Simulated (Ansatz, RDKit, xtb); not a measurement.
# Isomers of C2H6O3SSi, a sample narrowed down, part 2 of 2

A sample of isomers of C2H6O3SSi is drawn. Aim: find which of them has the lowest free energy at 298.15 K, then its properties. The sample is small against all isomers, and the most stable one of this formula need not be in it.

xtb, Ansatz and PySCF; isolated molecules.

## Step 6: The relaxed candidates

| label | spin | r2SCAN-D4/def2-SVP (kcal/mol) | r2SCAN-D4/def2-SVP, relaxed (kcal/mol) | time |
| --- | --- | --- | --- | --- |
| c472b | singlet | 0.0 | 0.0 | 22 s |
| c030a | singlet | 48.0 | 47.7 | 21 s |
| c425a | singlet | 119.8 | 116.3 | 17 s |

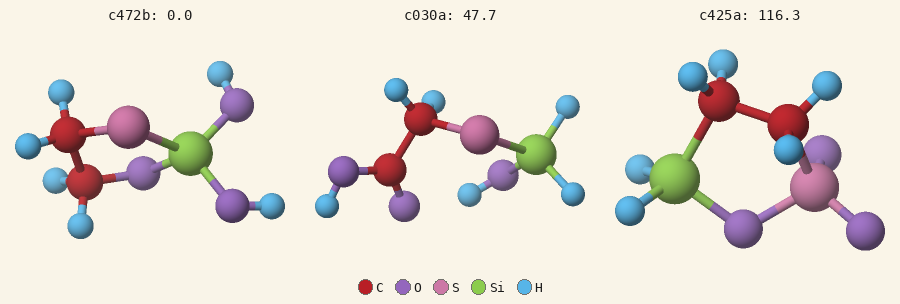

The relaxed structures, with energies at r2SCAN-D4/def2-SVP in kcal/mol.

## Step 7: Are they minima? Harmonic frequencies

The lowest few in one piece go on as finalists. In this search the thermal terms come from GFN2-xTB at its own nearest minimum. The first, c472b:

start.xyz

```xyz
13
c472b
C      1.228063    -0.734875    -0.196953
C      1.918873     0.272962     0.717272
O     -1.911341     1.453532     0.535041
O     -0.919663     1.733239    -1.859836
O     -0.159751    -0.451759    -0.257823
S      1.327709     1.968398     0.270775
Si    -0.552179     1.168468    -0.360016
H     -1.932567     1.063100     1.416617
H     -1.863854     1.839982    -2.031041
H      1.356576    -1.758717     0.193532
H      1.673931    -0.692408    -1.209130
H      1.681308     0.077107     1.775706
H      3.012435     0.251795     0.594703
```

Run with:

```bash
$ xtb start.xyz --gfn 2 --ohess tight
```

What it wrote (excerpt; [...] marks lines left out):

```text
* xtb version 6.7.1
[...]
          :  # basis functions                  46          :
[...]
          :  # electrons                        42          :
[...]
          :  Hamiltonian                  GFN2-xTB          :
[...]
          :  net charge                          0          :
          :  unpaired electrons                  0          :
[...]
   *** convergence criteria satisfied after 13 iterations ***
[...]
   *** GEOMETRY OPTIMIZATION CONVERGED AFTER 29 ITERATIONS ***
[...]
   *** convergence criteria satisfied after 3 iterations ***
[...]
         ::                     SUMMARY                     ::
         :::::::::::::::::::::::::::::::::::::::::::::::::::::
         :: total energy             -24.677280614457 Eh    ::
         :: gradient norm              0.000285253222 Eh/a0 ::
         :: HOMO-LUMO gap              4.583862489197 eV    ::
         ::.................................................::
         :: SCC energy               -24.858503297316 Eh    ::
         :: -> isotropic ES            0.091443489601 Eh    ::
         :: -> anisotropic ES         -0.003325764523 Eh    ::
         :: -> anisotropic XC          0.002376457237 Eh    ::
         :: -> dispersion             -0.010113166437 Eh    ::
         :: repulsion energy           0.181222682859 Eh    ::
         :: add. restraining           0.000000000000 Eh    ::
         :: total charge               0.000000000000 e     ::
         :::::::::::::::::::::::::::::::::::::::::::::::::::::
[...]
        21        2.0000           -0.3619220              -9.8484 (HOMO)
        22                         -0.1934681              -5.2645 (LUMO)
[...]
molecular dipole:
                 x           y           z       tot (Debye)
 q only:       -0.375      -0.121       0.286
   full:       -0.344      -0.584       0.403       2.004
molecular quadrupole (traceless):
[...]
          | TOTAL ENERGY              -24.677280614461 Eh   |
          | TOTAL ENTHALPY            -24.578491627548 Eh   |
          | TOTAL FREE ENERGY         -24.621630443210 Eh   |
          | GRADIENT NORM               0.000285191406 Eh/α |
[...]
```

Run time: 0.26 s. Hardware: 4 threads of Arm Neoverse V2, shared host.

## Step 8: Thermal terms of the finalists

As xtb prints them, at 298.15 K, with its own treatment of low modes:

| label | SMILES | spin | lowest mode (cm⁻¹) | zero-point (kcal/mol) | G − E (kcal/mol) |
| --- | --- | --- | --- | --- | --- |
| c472b | O[Si]1(O)OCCS1 | singlet | 79 | 55.9 | 34.9 |
| c030a | O=C(O)CS[SiH2]O | singlet | 46 | 52.0 | 30.5 |
| c425a | O=S1(=O)CC[SiH2]O1 | singlet | 64 | 53.2 | 33.0 |

## Step 9: Last filter: a higher level

Each finalist gets a single point at CCSD(T)/def2-SVP + MP2/def2-TZVPP - MP2/def2-SVP.

c472b, CCSD(T)/def2-SVP:

input.yaml

```yaml
crystal:
  periodic: [false, false, false]
  atoms:
    - {symbol: C, position_ang: [1.228063, -0.734875, -0.196953]}
    - {symbol: C, position_ang: [1.918873, 0.272962, 0.717272]}
    - {symbol: O, position_ang: [-1.911341, 1.453532, 0.535041]}
    - {symbol: O, position_ang: [-0.919663, 1.733239, -1.859836]}
    - {symbol: O, position_ang: [-0.159751, -0.451759, -0.257823]}
    - {symbol: S, position_ang: [1.327709, 1.968398, 0.270775]}
    - {symbol: Si, position_ang: [-0.552179, 1.168468, -0.360016]}
    - {symbol: H, position_ang: [-1.932567, 1.063100, 1.416617]}
    - {symbol: H, position_ang: [-1.863854, 1.839982, -2.031041]}
    - {symbol: H, position_ang: [1.356576, -1.758717, 0.193532]}
    - {symbol: H, position_ang: [1.673931, -0.692408, -1.209130]}
    - {symbol: H, position_ang: [1.681308, 0.077107, 1.775706]}
    - {symbol: H, position_ang: [3.012435, 0.251795, 0.594703]}
basis:
  gaussian: {orbitals: def2-SVP}
correlation: {method: ccsd_t, frozen_orbitals: {H: 0, Si: 5, S: 5, O: 1, C: 1}}
```

Run with:

```bash
$ ansatz run input.yaml --threads 4 --pin off --max-ram 7830MiB --events-out events.jsonl --progress --plain --runs-dir runs
```

What it wrote (excerpt; [...] marks lines left out):

```text
Warning: RAYON_NUM_THREADS=4 ignored (pool sized by the plan → 4); use --threads N
Functional definition: HF
  name "HF"
[...]
1314 factors; integrals over basis functions are off by at most 1.5e-3 eV
[...]
mean field -26939.16933573 eV, -989.9962130632 hartree, gradient 1.2e-6 eV, S^2 0.000000; 0 other end points of the search recorded, 0 dependent functions left out
15 core orbitals not correlated: weight in the atoms' cores, before any rotation towards them, 1.000 or more for the frozen orbitals, at most 0.000 for the correlated occupied ones
reference -26939.16933573 eV, -989.9962130632 hartree; 21, 21 occupied and 100, 100 virtual orbitals, 1314 factors
second order -28.46410470 eV of doubles, -0.00000000 eV of singles
cycle   1  -28.97719369 eV  change   -5.1e-1 eV  update   1.2e-1
[...]
cycle   9  -29.80023978 eV  change   -3.3e-6 eV  update   1.8e-5
perturbative correction -0.81544958 eV, -0.0299672194 hartree
Total energy: -26969.78502509 eV, -991.1213188954 hartree
```

It took 17 s on 4 threads of Arm Neoverse V2, shared host; peak memory 0.99 GiB.

## Step 10: c472b at MP2/def2-TZVPP

input.yaml, as its differences from that of step 9:

```diff
@@ -1 +1,4 @@
+basis:
+  gaussian:
+    orbitals: def2-TZVPP
 crystal:
@@ -16,4 +19,4 @@
     - {symbol: H, position_ang: [3.012435, 0.251795, 0.594703]}
-basis:
-  gaussian: {orbitals: def2-SVP}
-correlation: {method: ccsd_t, frozen_orbitals: {H: 0, Si: 5, S: 5, O: 1, C: 1}}
+correlation:
+  method: mp2
+  frozen_orbitals: {H: 0, Si: 5, S: 5, O: 1, C: 1}
```

Run with:

```bash
$ ansatz run input.yaml --threads 4 --pin off --max-ram 7830MiB --events-out events.jsonl --progress --plain --runs-dir runs
```

What it wrote:

```text
Warning: RAYON_NUM_THREADS=4 ignored (pool sized by the plan → 4); use --threads N
[... 2 set-up lines as earlier in the session ...]
  exchange = exact_x
  correlation = 0
1949 factors; integrals over basis functions are off by at most 1.1e-3 eV
mean field evaluation 1: about -26950.0140 eV, gradient 5.5e1 eV
mean field evaluation 2: about -26950.4732 eV, gradient 5.6e1 eV
mean field evaluation 4: about -26956.2511 eV, gradient 4.5e0 eV
mean field evaluation 8: about -26956.3424 eV, gradient 3.6e-1 eV
mean field -26956.34291166 eV, -990.6273303381 hartree, gradient 7.9e-6 eV, S^2 0.000000; 0 other end points of the search recorded, 0 dependent functions left out
15 core orbitals not correlated: weight in the atoms' cores, before any rotation towards them, 1.000 or more for the frozen orbitals, at most 0.000 for the correlated occupied ones
reference -26956.34291166 eV, -990.6273303381 hartree; 21, 21 occupied and 287, 287 virtual orbitals, 1949 factors
second order -36.33753771 eV of doubles, -0.00000000 eV of singles
Total energy: -26992.68044937 eV, -991.9627102183 hartree
```

Wall time 6 s (4 threads of Arm Neoverse V2, shared host); peak memory 1.1 GiB.

## Step 11: c030a at CCSD(T)/def2-SVP

input.yaml

```yaml
crystal:
  periodic: [false, false, false]
  atoms:
    - {symbol: C, position_ang: [-1.138331, 1.396979, -0.830959]}
    - {symbol: C, position_ang: [-1.507596, 0.169434, -1.624873]}
    - {symbol: O, position_ang: [-0.778260, 1.397392, 0.331603]}
    - {symbol: O, position_ang: [-1.225993, 2.519058, -1.548566]}
    - {symbol: O, position_ang: [-0.732029, -1.238618, 1.032046]}
    - {symbol: S, position_ang: [0.017979, -0.801406, -1.979277]}
    - {symbol: Si, position_ang: [0.057703, -2.028790, -0.179985]}
    - {symbol: H, position_ang: [-0.941666, 3.248419, -0.967710]}
    - {symbol: H, position_ang: [-1.956775, 0.447801, -2.586812]}
    - {symbol: H, position_ang: [-2.221257, -0.428198, -1.037780]}
    - {symbol: H, position_ang: [-0.655818, -3.319592, -0.379082]}
    - {symbol: H, position_ang: [1.510403, -2.294084, 0.034202]}
    - {symbol: H, position_ang: [-0.665755, -0.257928, 1.020318]}
basis:
  gaussian: {orbitals: def2-SVP}
correlation: {method: ccsd_t, frozen_orbitals: {H: 0, Si: 5, S: 5, O: 1, C: 1}}
```

Run with:

```bash
$ ansatz run input.yaml --threads 4 --pin off --max-ram 7830MiB --events-out events.jsonl --progress --plain --runs-dir runs
```

What it wrote (excerpt; [...] marks lines left out):

```text
Warning: RAYON_NUM_THREADS=4 ignored (pool sized by the plan → 4); use --threads N
[... 2 set-up lines as earlier in the session ...]
[...]
1313 factors; integrals over basis functions are off by at most 1.4e-3 eV
[...]
mean field -26936.97452387 eV, -989.9155552153 hartree, gradient 2.1e-6 eV, S^2 0.000000; 0 other end points of the search recorded, 0 dependent functions left out
15 core orbitals not correlated: weight in the atoms' cores, before any rotation towards them, 1.000 or more for the frozen orbitals, at most 0.000 for the correlated occupied ones
reference -26936.97452387 eV, -989.9155552153 hartree; 21, 21 occupied and 100, 100 virtual orbitals, 1313 factors
second order -28.51057355 eV of doubles, -0.00000000 eV of singles
cycle   1  -28.91521940 eV  change   -4.0e-1 eV  update   1.4e-1
[...]
cycle  10  -29.87863604 eV  change   -1.0e-5 eV  update   1.6e-5
perturbative correction -0.90373765 eV, -0.0332117462 hartree
Total energy: -26967.75689757 eV, -991.0467865836 hartree
```

Run time: 17 s. Hardware: 4 threads of Arm Neoverse V2, shared host; peak memory 0.98 GiB.

## Step 12: Free energies and the winner

Energies in kcal/mol from c472b; G adds the thermal terms to the CCSD(T)/def2-SVP + MP2/def2-TZVPP - MP2/def2-SVP energy. The columns left of the relaxed level are at the tight-binding geometries.

| label | SMILES | spin | GFN2-xTB | HF/STO-3G | r2SCAN-D4/def2-SVP | r2SCAN-D4/def2-SVP, relaxed | HF/def2-SVP | MP2/def2-SVP | CCSD(T)/def2-SVP + MP2/def2-TZVPP - MP2/def2-SVP | G | share at equilibrium | T1 |
| --- | --- | --- | --- | --- | --- | --- | --- | --- | --- | --- | --- | --- |
| c472b | O[Si]1(O)OCCS1 | singlet | 0.0 | 0.0 | 0.0 | 0.0 | 0.0 | 0.0 | 0.0 | 0.0 | 100.0 % | 0.012 |
| c030a | O=C(O)CS[SiH2]O | singlet | 45.0 | 56.8 | 48.0 | 47.7 | 50.6 | 49.5 | 60.8 | 56.4 | < 0.1 % | 0.014 |
| c425a | O=S1(=O)CC[SiH2]O1 | singlet | 57.1 | 293.8 | 119.8 | 116.3 | 142.5 | 125.5 | 99.7 | 97.8 | < 0.1 % | 0.016 |

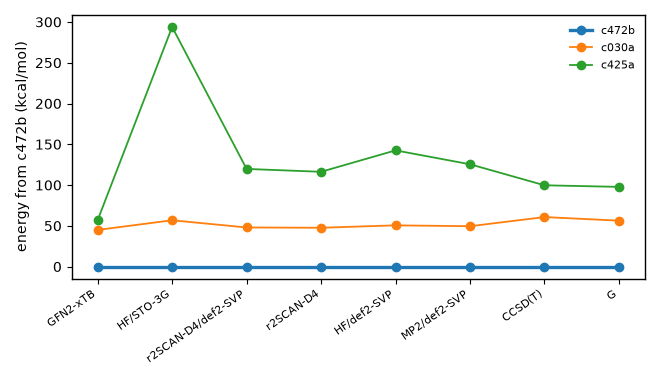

The finalists at each level, measured from c472b.

Lowest found: c472b, `O[Si]1(O)OCCS1`, a singlet. Bond lengths: C1–C2 1.526 Å, C1–O5 1.418 Å, C2–S6 1.850 Å, O3–Si7 1.652 Å, O4–Si7 1.644 Å, O5–Si7 1.670 Å, S6–Si7 2.138 Å, O3–H8 0.964 Å, O4–H9 0.966 Å, C1–H10 1.103 Å, C1–H11 1.107 Å, C2–H12 1.102 Å, C2–H13 1.101 Å. Some angles: C1–C2–S6 108.4°, C2–C1–O5 109.7°, C1–O5–Si7 115.2°, C2–S6–Si7 90.5°, O3–Si7–O4 104.5°, O3–Si7–O5 109.1°, O3–Si7–S6 119.9°, O4–Si7–O5 116.2°, O4–Si7–S6 109.7°, O5–Si7–S6 97.9°.

```xyz
13

C     1.2281   -0.7349   -0.1970
C     1.9189    0.2730    0.7173
O    -1.9113    1.4535    0.5350
O    -0.9197    1.7332   -1.8598
O    -0.1598   -0.4518   -0.2578
S     1.3277    1.9684    0.2708
Si   -0.5522    1.1685   -0.3600
H    -1.9326    1.0631    1.4166
H    -1.8639    1.8400   -2.0310
H     1.3566   -1.7587    0.1935
H     1.6739   -0.6924   -1.2091
H     1.6813    0.0771    1.7757
H     3.0124    0.2518    0.5947
```

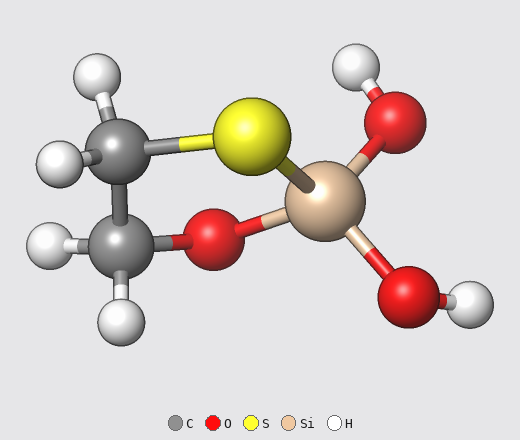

The lowest structure found, seen from a chosen angle (carbon grey, oxygen red, sulfur yellow, silicon light orange, hydrogen white).

## Step 13: What came out

This closing draws on all 2 parts.

```
                                 quantity                                                                   value
                   lowest structure found                                                 O[Si]1(O)OCCS1, singlet
                            next finalist                     O=C(O)CS[SiH2]O, singlet, 56.4 kcal/mol higher in G
share at equilibrium, among the finalists                                                                 100.0 %
                                   funnel  10 starts, 8 minima at GFN2-xTB, 6 screening runs, 3 relaxed, 3 ranked
                     CPU time of all runs                                                                 9.1 min
```

What this shows: The search ends on `O[Si]1(O)OCCS1`. Among the finalists first place is clear (56.4 kcal/mol); structures outside the list aren't covered. GFN2-xTB, HF/STO-3G, r2SCAN-D4/def2-SVP, r2SCAN-D4/def2-SVP, relaxed, HF/def2-SVP and MP2/def2-SVP already put its bonding pattern lowest among the structures in one piece. The largest share of the time went into the final energies (49 %). Lowest found is not proven lowest: the search is finite, and each finalist counts with one conformer. Only 4 drawn patterns were tried, so whole families of isomers are missing, and the result ranks this sample alone. The lowest isomer need not be the one that is made and kept in a bottle, which depends on barriers.
